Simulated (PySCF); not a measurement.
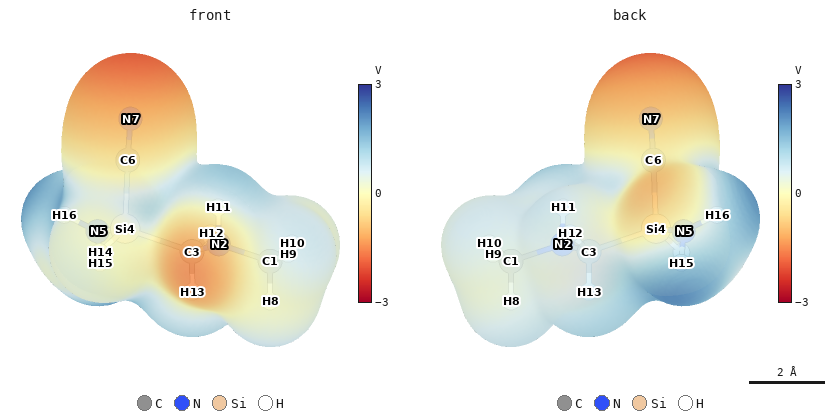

Figure 1: C3H9N3Si. The molecular electrostatic potential painted on the density surface at 0.002 e/bohr³, seen from the front and from behind; red is negative and blue positive.

Geometry: GFN2-xTB.

Theory: PySCF 2.14.0, CAM-B3LYP/def2-SVPD, SCF density, gas phase.

```yaml
atoms:
  - { symbol: C, position_ang: [2.5851, 0.5558, 0.3348] }
  - { symbol: N, position_ang: [1.1789, 0.6418, 0.6716] }
  - { symbol: C, position_ang: [0.3952, -0.4493, 0.1169] }
  - { symbol: Si, position_ang: [-1.4285, -0.2589, 0.6203] }
  - { symbol: N, position_ang: [-2.3388, -1.4541, -0.2190] }
  - { symbol: C, position_ang: [-2.0415, 1.3625, -0.0900] }
  - { symbol: N, position_ang: [-2.3828, 2.3727, -0.5082] }
  - { symbol: H, position_ang: [2.9940, -0.3528, 0.7795] }
  - { symbol: H, position_ang: [3.1060, 1.4139, 0.7562] }
  - { symbol: H, position_ang: [2.7744, 0.5233, -0.7498] }
  - { symbol: H, position_ang: [0.8072, 1.5271, 0.3396] }
  - { symbol: H, position_ang: [0.4986, -0.5251, -0.9797] }
  - { symbol: H, position_ang: [0.8018, -1.3782, 0.5284] }
  - { symbol: H, position_ang: [-1.5784, -0.1454, 2.0765] }
  - { symbol: H, position_ang: [-2.0337, -2.4139, -0.2063] }
  - { symbol: H, position_ang: [-3.3452, -1.4103, -0.2148] }
```

**Where is the surface potential most negative and most positive?**

The most negative region (about −1.8 V, or −42 kcal/mol for a unit charge) lies over N7, the most positive (about +2.0 V, or +46 kcal/mol for a unit charge) over H15. N7 is the likeliest acceptor of a hydrogen bond.

**How polar is the molecule by this calculation?**

Its dipole moment is 4.23 D.
